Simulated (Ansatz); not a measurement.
CH₂AlFO

The calculation's input:

```
crystal:
  periodic: [false, false, false]
  atoms:
    - {symbol: C, position_ang: [-0.703906, 1.047975, 0.618739]}
    - {symbol: Al, position_ang: [0.195028, 2.710618, 1.027295]}
    - {symbol: F, position_ang: [1.646411, 2.971356, 0.251655]}
    - {symbol: O, position_ang: [-0.000651, 0.870726, 1.642338]}
    - {symbol: H, position_ang: [-1.274377, 0.173467, 0.235266]}
    - {symbol: H, position_ang: [-0.436296, 3.801174, 1.958530]}
basis:
  gaussian: {orbitals: def2-TZVPD}
hamiltonian: {xc: pbe0}
output: {forces: true, orbitals: {seedname: orbitals}}
```

Run with:

```sh
ansatz run input.yaml --threads 2 --pin off --max-ram 4350MiB --events-out events.jsonl --progress --plain --runs-dir runs
```

Geometry: PBE0-D3(BJ)/def2-SVP.

Method: isolated molecule in a Gaussian basis; Kohn-Sham density functional theory, functional PBE0 (Ansatz 0.2.0).

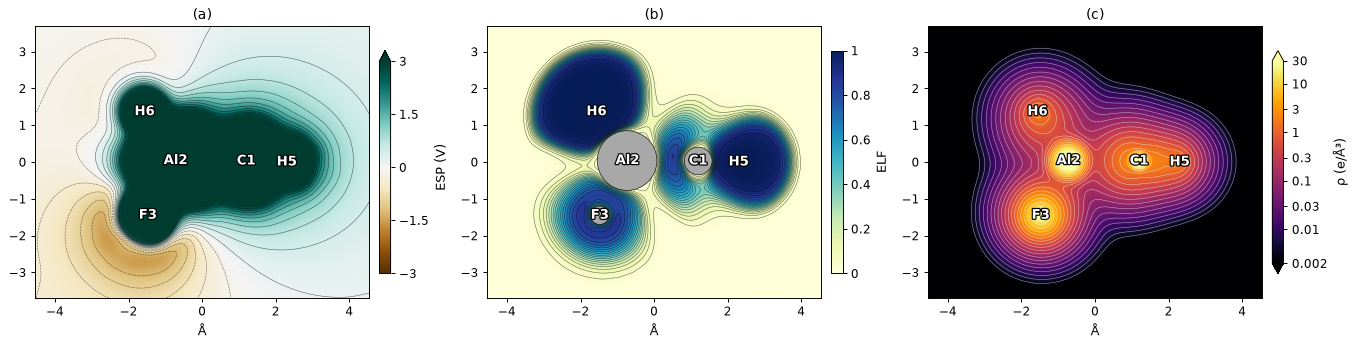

Figure 1. (a) electrostatic potential; (b) ELF; (c) electron density on the plane of atoms C1, Al2 and H6. Grey discs cover the atomic cores in the ELF map.

### What does the map show?

- The plane passes through C, Al, F and H nuclei.
- Al–F (1.67 Å): the density is about 0.89 e/Å³ at the midpoint; the ELF peaks at about 0.85 in the valence shell of F, 0.5 Å from its nucleus, and is about 0.35 at the midpoint.
- C–Al (1.93 Å): the density is about 0.6 e/Å³ at the midpoint; the ELF peaks at about 0.80 in the valence shell of C, 0.7 Å from its nucleus, and is about 0.55 at the midpoint.
- C–H (1.11 Å): ρ is about 2 e/Å³ halfway; the ELF climbs to about 1 towards the hydrogen, as it does in any bond to H: an ordinary covalent bond to hydrogen.
- Al–H (1.57 Å): the density is about 0.58 e/Å³ at the midpoint; the ELF climbs to about 1 towards the hydrogen.
- The ELF also peaks beside F3, away from the bonds: lone-pair regions.
- Outside the dense part of the molecule the potential is most negative (−1.6 V) near F3.

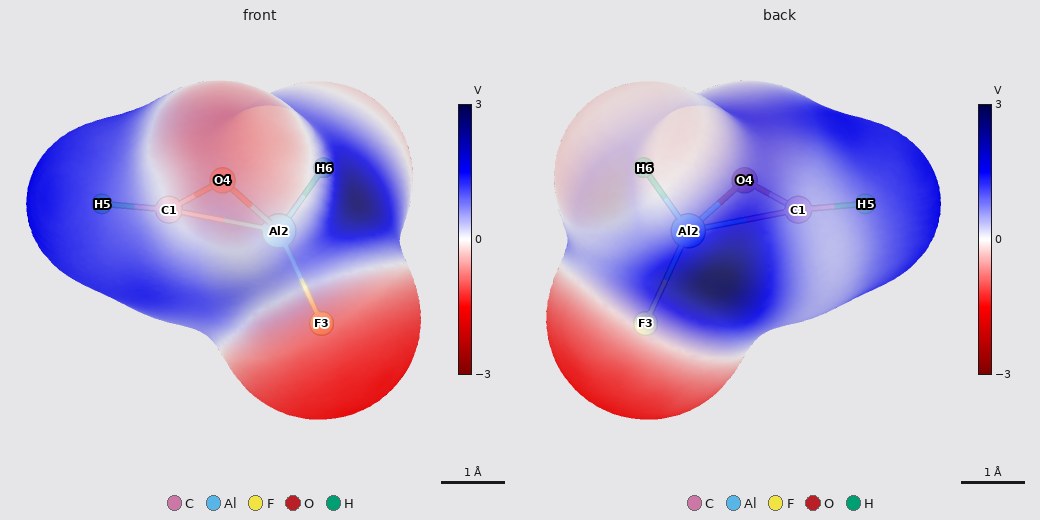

Figure 2. The electrostatic potential painted on the density surface at 0.002 e/bohr³, seen from the front and from behind; the colour scale runs from red (negative) to blue (positive).

### Describe the electrostatic potential map.

The most negative region (about −1.4 V) lies over F3, the most positive (about +2.9 V) over Al2.

### What dipole moment does the calculation give?

Its dipole moment is 2.56 D.

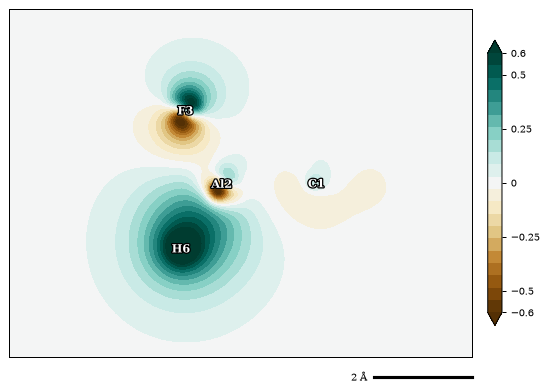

Figure 3. The HOMO−1 on the plane of atoms F3, Al2 and H6 (values in Å⁻³ᐟ²; the overall sign is arbitrary).

### Where does this orbital lie, and at what energy?

Its weight (Hirshfeld) is mainly on H6 (about 50 %), Al2 (about 35 %), F3 (about 10 %) and O4 (about 5 %). Its energy is −9.59 eV.
